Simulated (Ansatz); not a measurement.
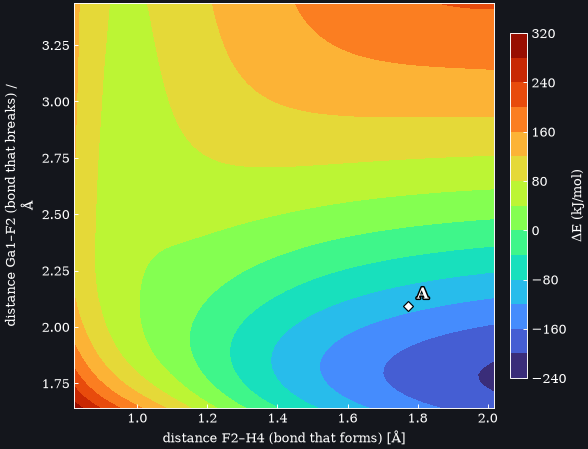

The reacting system CH₃ClFGa (fragments CH₃ClFGa where the first distance is long, CH₂ClGa + FH where the second is long). Coordinates scanned: (1) distance F2–H4 (bond that forms); (2) distance Ga1–F2 (bond that breaks). Relaxed at each point: all other coordinates. The scan uses a 7 × 7 grid. Points are written as (first, second). All energies are given in kJ/mol relative to a guessed transition structure relaxed with its forming and breaking bonds held. The reference is spin-restricted, so regions where a bond is pulled apart into radicals lie too high. Level of theory: Ansatz, RKS r2SCAN-D4/def2-SVP.

In the figure: filled contours, the point A. Between grid points the surface is interpolated.

Which way does the force act at A, and how strong is it?

A, at (1.774 Å, 2.094 Å), is not a stationary point. The computed force is 112 kJ/mol for each Å towards larger values of the first coordinate and 310 kJ/mol for each Å towards smaller values of the second coordinate.
